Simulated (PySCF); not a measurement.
# C3H8BFO (SMILES CC(C)OBF): what the fields show

Input

```
{"job": {"kind": "uv", "xc": "CAM-B3LYP", "basis": "def2-SVPD", "nstates": 8, "ntriplets": 3}, "charge": 0, "multiplicity": 1}
C     -1.384480     0.755460    -0.336504
C     -0.267649     0.110231     0.476707
C     -0.318881    -1.413190     0.400127
O      0.978587     0.566606    -0.052633
B      2.089742     0.693009     0.640038
F      2.130296     0.412588     1.948880
H     -2.351715     0.445819     0.049276
H     -1.311147     1.838424    -0.281316
H     -1.302039     0.455624    -1.377960
H     -0.342968     0.421335     1.527245
H      0.481799    -1.842848     0.997213
H     -1.272258    -1.772067     0.777471
H     -0.198399    -1.737138    -0.630867
H      3.068433     1.065674     0.120183
```

Command:

```sh
OMP_NUM_THREADS=1 python probes_run.py task.json out
```

Geometry: GFN2-xTB.

Theory: CAM-B3LYP/def2-SVPD, SCF density, gas phase in PySCF 2.14.0.

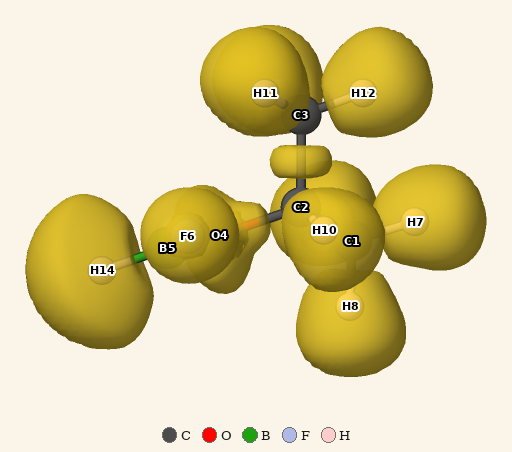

Figure 1. Isosurface of the ELF at 0.75 (yellow), seen at a tilt. Only the valence region is drawn (cores and ρ < 0.01 e/Å³ removed).

**Identify the bonds, lone pairs and shells in this picture.**

The surface consists of two regions between bonded C–C atoms (shared pairs), eight regions around hydrogen nuclei, one region on F in which the atom's valence shell and bonds are merged and one region on O in which the atom's valence shell and bonds are merged. Along the contacts the grid gives the following. B–O (1.32 Å): the ELF peaks at about 0.90 between the atoms, as expected for a short, strongly polar bond. B–F (1.34 Å): the ELF peaks at about 0.85 between the atoms, as expected for a polar covalent bond.

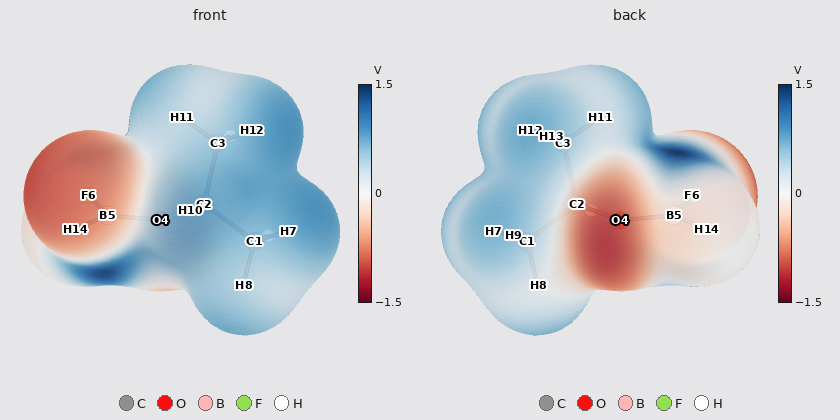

Figure 2. The molecular electrostatic potential painted on the density surface at 0.002 e/bohr³, seen from the front and from behind; red is negative and blue positive.

**Which sites attract a positive test charge, and which a negative one?**

A positive charge is drawn to the negative regions and a negative charge to the positive ones. The most negative region (about −1.1 V, or −25 kcal/mol for a unit charge) lies over O4, the most positive (about +1.4 V, or +32 kcal/mol for a unit charge) over B5. O4 is the likeliest acceptor of a hydrogen bond.

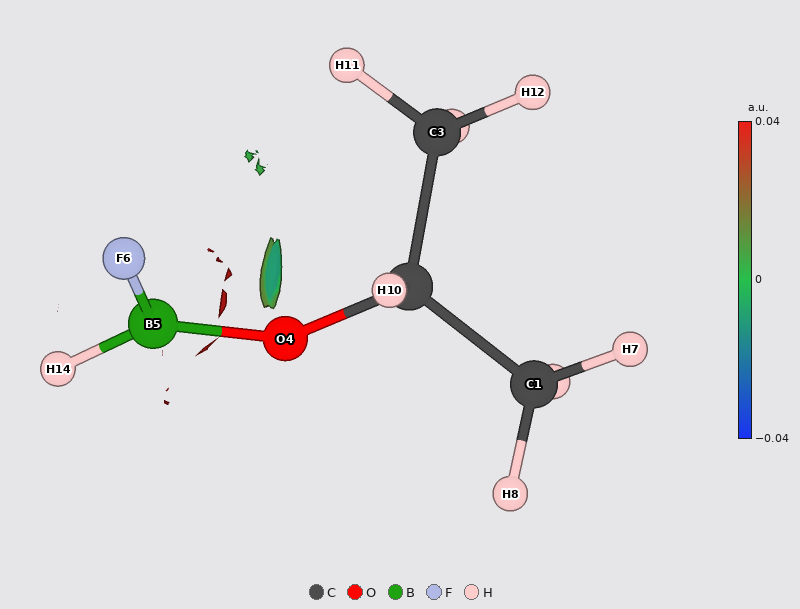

Figure 3. Non-covalent interaction (NCI) plot: the surface where the reduced density gradient is 0.6, for densities under 0.05 a.u., coloured by sign(λ₂)ρ; seen across its widest extent.

**Identify the weak interactions.**

Near H10, F6 and C2: mostly steric crowding (olive to red).
